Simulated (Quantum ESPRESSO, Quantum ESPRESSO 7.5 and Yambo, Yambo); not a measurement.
# LuBi2O4Cl (P4/mmm): G0W0 with Yambo, start to end

How does a plane-wave GW calculation on LuBi2O4Cl (P4/mmm) run from the first input to the gap?

Main program and level: Quantum ESPRESSO 7.5 and Yambo 5.3.0; PBEsol and many-body steps on it, plane waves.

## 1. Set-up

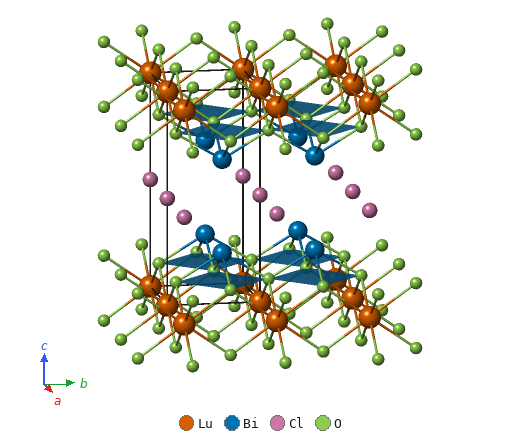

The cell as given, slightly off an axis (lutetium orange, bismuth blue, chlorine pink, oxygen green). 2×2×1 cells are drawn. Some periodic images of atoms are drawn too.

The cell and positions come from the Crystallography Open Database and are kept as given unless a step says otherwise. Spin-orbit coupling is left out unless a step names it.

## 2. Ground state

This step: Quantum ESPRESSO 7.5; DFT, PBEsol, plane waves, norm-conserving pseudopotentials.

The ground-state density comes first.

The input, pw.in:

```
&control
  calculation = 'scf'
  prefix = 'x'
  outdir = 'o'
  pseudo_dir = 'pseudo'
/
&system
  ibrav = 0
  nat = 8
  ntyp = 4
  ecutwfc = 92.0
  nbnd = 59
  force_symmorphic = .true.
/
&electrons
  conv_thr = 1e-10
  electron_maxstep = 80
  mixing_beta = 0.5
/
ATOMIC_SPECIES
  Lu 174.97 Lu.upf
  Bi 208.98 Bi.upf
  Cl 35.45 Cl.upf
  O 15.999 O.upf
CELL_PARAMETERS angstrom
  3.8232000000 0.0000000000 0.0000000000
  0.0000000000 3.8232000000 0.0000000000
  0.0000000000 0.0000000000 8.8560000000
ATOMIC_POSITIONS crystal
  Lu 0.0000000000 0.0000000000 0.0000000000
  Bi 0.5000000000 0.5000000000 0.7193000000
  Bi 0.5000000000 0.5000000000 0.2807000000
  Cl 0.0000000000 0.0000000000 0.5000000000
  O 0.5000000000 0.0000000000 0.8480000000
  O 0.0000000000 0.5000000000 0.8480000000
  O 0.5000000000 0.0000000000 0.1520000000
  O 0.0000000000 0.5000000000 0.1520000000
K_POINTS automatic
  6 6 4 0 0 0
```

On the command line:

```sh
OMP_NUM_THREADS=1 mpirun -n 8 pw.x -nk 8 -in pw.in > pw.out
```

The program printed:

```text
Program PWSCF v.7.5 starts

     This program is part of the open-source Quantum ESPRESSO suite
     for quantum simulation of materials; please cite
         "P. Giannozzi et al., J. Phys.:Condens. Matter 21 395502 (2009);
         "P. Giannozzi et al., J. Phys.:Condens. Matter 29 465901 (2017);
         "P. Giannozzi et al., J. Chem. Phys. 152 154105 (2020);
     in publications or presentations arising from this work. More details at
     Message from routine setup:
     using ibrav=0 with symmetry is DISCOURAGED, use correct ibrav instead

     G-vector sticks info

     bravais-lattice index     =            0
     lattice parameter (alat)  =       7.2248  a.u.
     unit-cell volume          =     873.5510 (a.u.)^3
     number of atoms/cell      =            8
     number of atomic types    =            4
     number of electrons       =       102.00
     number of Kohn-Sham states=           59
     kinetic-energy cutoff     =      92.0000  Ry
     charge density cutoff     =     368.0000  Ry
     scf convergence threshold =      1.0E-10
     mixing beta               =       0.5000
     number of iterations used =            8  plain     mixing
     Exchange-correlation= PBESOL
                           (   1   4  10   8   0   0   0)

     celldm(1)=   7.224801  celldm(2)=   0.000000  celldm(3)=   0.000000
     celldm(4)=   0.000000  celldm(5)=   0.000000  celldm(6)=   0.000000

     crystal axes: (cart. coord. in units of alat)
               a(1) = (   1.000000   0.000000   0.000000 )
               a(2) = (   0.000000   1.000000   0.000000 )
               a(3) = (   0.000000   0.000000   2.316384 )

     reciprocal axes: (cart. coord. in units 2 pi/alat)
               b(1) = (  1.000000  0.000000  0.000000 )
               b(2) = (  0.000000  1.000000  0.000000 )
               b(3) = (  0.000000  0.000000  0.431707 )
     Pseudo is Norm-conserving + core correction, Zval = 25.0
     Generated using ONCVPSP code by D. R. Hamann
     Using radial grid of 2008 points,  8 beta functions with:
     Pseudo is Norm-conserving + core correction, Zval = 23.0
     Generated using ONCVPSP code by D. R. Hamann
     Using radial grid of 1472 points,  6 beta functions with:
     Pseudo is Norm-conserving + core correction, Zval =  7.0
     Generated using ONCVPSP code by D. R. Hamann
     Using radial grid of 1028 points,  6 beta functions with:
     Pseudo is Norm-conserving + core correction, Zval =  6.0
     Generated using ONCVPSP code by D. R. Hamann
     Using radial grid of  936 points,  5 beta functions with:
     Lu               25.00   174.97000     Lu( 1.00)
     Bi               23.00   208.98000     Bi( 1.00)
     Cl                7.00    35.45000     Cl( 1.00)
     O                 6.00    15.99900     O ( 1.00)

     16 Sym. Ops., with inversion, found

   Cartesian axes

     site n.     atom                  positions (alat units)
         1        Lu     tau(   1) = (   0.0000000   0.0000000   0.0000000  )
         2        Bi     tau(   2) = (   0.5000000   0.5000000   1.6661751  )
         3        Bi     tau(   3) = (   0.5000000   0.5000000   0.6502090  )
         4        Cl     tau(   4) = (   0.0000000   0.0000000   1.1581921  )
         5        O      tau(   5) = (   0.5000000   0.0000000   1.9642938  )
         6        O      tau(   6) = (   0.0000000   0.5000000   1.9642938  )
         7        O      tau(   7) = (   0.5000000   0.0000000   0.3520904  )
         8        O      tau(   8) = (   0.0000000   0.5000000   0.3520904  )

     number of k points=    30
                       cart. coord. in units 2pi/alat
        k(    1) = (   0.0000000   0.0000000   0.0000000), wk =   0.0138889
        k(    2) = (   0.0000000   0.0000000   0.1079268), wk =   0.0277778
        k(    3) = (   0.0000000   0.0000000  -0.2158537), wk =   0.0138889
        k(    4) = (   0.0000000   0.1666667   0.0000000), wk =   0.0555556
        k(    5) = (   0.0000000   0.1666667   0.1079268), wk =   0.1111111
        k(    6) = (   0.0000000   0.1666667  -0.2158537), wk =   0.0555556
        k(    7) = (   0.0000000   0.3333333   0.0000000), wk =   0.0555556
        k(    8) = (   0.0000000   0.3333333   0.1079268), wk =   0.1111111
        k(    9) = (   0.0000000   0.3333333  -0.2158537), wk =   0.0555556
        k(   10) = (   0.0000000  -0.5000000   0.0000000), wk =   0.0277778
     [... 18 further rows ...]
        k(   29) = (  -0.5000000  -0.5000000   0.1079268), wk =   0.0277778
        k(   30) = (  -0.5000000  -0.5000000  -0.2158537), wk =   0.0138889

     Dense  grid:   104163 G-vectors     FFT dimensions: (  45,  45, 108)

     Initial potential from superposition of free atoms

     starting charge     101.9947, renormalised to     102.0000
     Starting wfcs are   63 randomized atomic wfcs

     per-process dynamical memory:   135.5 Mb

     Self-consistent Calculation

     iteration #  1     ecut=    92.00 Ry     beta= 0.50

     total energy              =   -1585.20838271 Ry
     estimated scf accuracy    <       2.57869777 Ry

     iteration #  2     ecut=    92.00 Ry     beta= 0.50

     total energy              =   -1585.33541916 Ry
     estimated scf accuracy    <       4.55240600 Ry

     iteration #  3     ecut=    92.00 Ry     beta= 0.50

     total energy              =   -1586.22973719 Ry
     estimated scf accuracy    <       0.33518446 Ry

     iteration #  4     ecut=    92.00 Ry     beta= 0.50

     total energy              =   -1586.24886353 Ry
     estimated scf accuracy    <       0.03806590 Ry

     iteration #  5     ecut=    92.00 Ry     beta= 0.50

     total energy              =   -1586.25777653 Ry
     estimated scf accuracy    <       0.01435562 Ry

     iteration #  6     ecut=    92.00 Ry     beta= 0.50

     total energy              =   -1586.25932055 Ry
     estimated scf accuracy    <       0.00036609 Ry

     iteration #  7     ecut=    92.00 Ry     beta= 0.50

     total energy              =   -1586.25942180 Ry
     estimated scf accuracy    <       0.00009142 Ry

     iteration #  8     ecut=    92.00 Ry     beta= 0.50

     total energy              =   -1586.25943595 Ry
     estimated scf accuracy    <       0.00000107 Ry

     iteration #  9     ecut=    92.00 Ry     beta= 0.50

     total energy              =   -1586.25943623 Ry
     estimated scf accuracy    <       0.00000073 Ry

     iteration # 10     ecut=    92.00 Ry     beta= 0.50

     total energy              =   -1586.25943636 Ry
     estimated scf accuracy    <       0.00000002 Ry

     iteration # 11     ecut=    92.00 Ry     beta= 0.50

     total energy              =   -1586.25943637 Ry
     estimated scf accuracy    <          1.7E-09 Ry

     iteration # 12     ecut=    92.00 Ry     beta= 0.50

     total energy              =   -1586.25943637 Ry
     estimated scf accuracy    <          2.3E-10 Ry

     iteration # 13     ecut=    92.00 Ry     beta= 0.50

     End of self-consistent calculation

          k = 0.0000 0.0000 0.0000 ( 12987 PWs)   bands (ev):

  -141.4544-141.4544 -79.4995 -79.4995 -79.4810 -79.4810 -79.4810 -79.4810
   -42.5362 -13.4111 -13.2371 -13.2371 -11.0375 -11.0322 -10.8410 -10.8281
   -10.8281 -10.8233 -10.8233 -10.8168 -10.7489 -10.7483  -7.2263  -6.5318
    -4.8482  -4.4748  -3.1621   2.4723   2.7197   6.6342   6.6342   6.8323
     6.8323   8.2020   8.2065   8.7378   8.7378   8.7825   8.8039   8.9314
     8.9673   8.9673   9.0173   9.2299   9.2299   9.7829   9.7829  10.4208
    10.4299  10.4299  10.8391  12.3526  15.0897  16.5277  16.5277  16.5918
    17.1946  17.1946  17.5797

          k = 0.0000 0.0000 0.1079 ( 12991 PWs)   bands (ev):

  -141.4544-141.4544 -79.4995 -79.4995 -79.4810 -79.4810 -79.4810 -79.4810
   -42.5362 -13.4111 -13.2371 -13.2371 -11.0371 -11.0326 -10.8402 -10.8290
   -10.8290 -10.8224 -10.8224 -10.8177 -10.7489 -10.7483  -7.2192  -6.5426
    -4.8482  -4.4748  -3.1531   2.3569   2.8317   6.5999   6.5999   6.8742
     6.8742   8.1840   8.2081   8.7378   8.7378   8.8029   8.8035   8.9314
[...]
17.1786  17.1786  18.0028

          k = 0.0000 0.0000-0.2159 ( 12980 PWs)   bands (ev):

  -141.4544-141.4544 -79.4995 -79.4995 -79.4810 -79.4810 -79.4810 -79.4810
[...]
-10.8297 -10.8217 -10.8217 -10.8186 -10.7489 -10.7483  -7.2119  -6.5536
    -4.8481  -4.4748  -3.1441   2.2804   2.9048   6.5738   6.5738   6.9080
     6.9080   8.1677   8.2097   8.7379   8.7379   8.8031   8.8157   8.9314
     8.9954   8.9954   9.1566   9.1566   9.1846   9.8075   9.8075  10.4128
    10.4306  10.4306  10.4360  12.8949  14.4792  16.5740  16.5740  16.8399
    17.1611  17.1611  18.0886

          k = 0.0000 0.1667 0.0000 ( 12986 PWs)   bands (ev):

     [... further k-points ...]

     highest occupied, lowest unoccupied level (ev):    11.2274   12.3526

!    total energy              =   -1586.25943637 Ry
     estimated scf accuracy    <          1.3E-11 Ry

     The total energy is the sum of the following terms:
     one-electron contribution =   -1022.44947417 Ry
     hartree contribution      =     556.16359562 Ry
     xc contribution           =    -257.62553190 Ry
     ewald contribution        =    -862.34802592 Ry

     convergence has been achieved in  13 iterations

     XML data file, charge density, pseudopotentials, collected wavefunctions

=------------------------------------------------------------------------------=
   JOB DONE.
=------------------------------------------------------------------------------=
```

The job ended after 86 s (8 MPI ranks of Arm Neoverse V2, shared host; peak memory 1.7 GiB).

This step gave:

| Quantity | Value |
| --- | --- |
| total energy | -21582.1591 eV |
| gap | 1.125 eV |
| k of the valence top | -0.5, -0.5, 0 |
| k of the conduction bottom | 0, 0, 0 |
| least direct gap | 1.513 eV |

The gap is indirect, with the least direct gap 0.39 eV higher.

[end of part 1 of 3]

[Paths, hosts, dates, memory and timing lines, banners, echoed tables and standing remarks are left out of the program output.]

[Logs are printed without paths, hosts, clocks, repeated set-up lines and the standing remarks that a program may print on its own settings, such as how far it seeks lower states.]

[Runs of the session that timed out or met a known fault of the program may be left out.]

[Hosts, paths, dates, database ids (printed as entryN), source tags and the programs' standing remarks are cut or masked in the printed files.]
